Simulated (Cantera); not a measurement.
A closed system holds: 1 mol B2H6, a varied amount of H2O, held at 2223 K and 750 Torr.

Cantera equilibrium calculation (NASA polynomials, part measured and part estimated; ideal gas, pure solids and liquids). Candidate condensed phases: B, B2O3, B3O3H3, H2O; 23 gas species. The feed counts by its element totals alone. The tables' values for BH2 are old estimates; treat these amounts as uncertain. Gases not in the tables: B2H6 and higher boranes. Equilibrium is a limit: real reactors are often held back by kinetics, nucleation or transport.

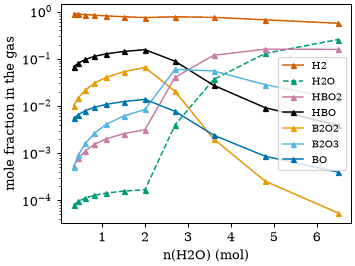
*Equilibrium gas composition (values under 1e-9 drawn at 1e-9)*

Task: Read off the mole fractions at 2.7 mol H2O.

Result: H2 about 0.77, HBO about 0.089, B2O3 about 0.059, HBO2 about 0.040, B2O2 about 0.020, BO about 0.0077, H2O about 0.0039.
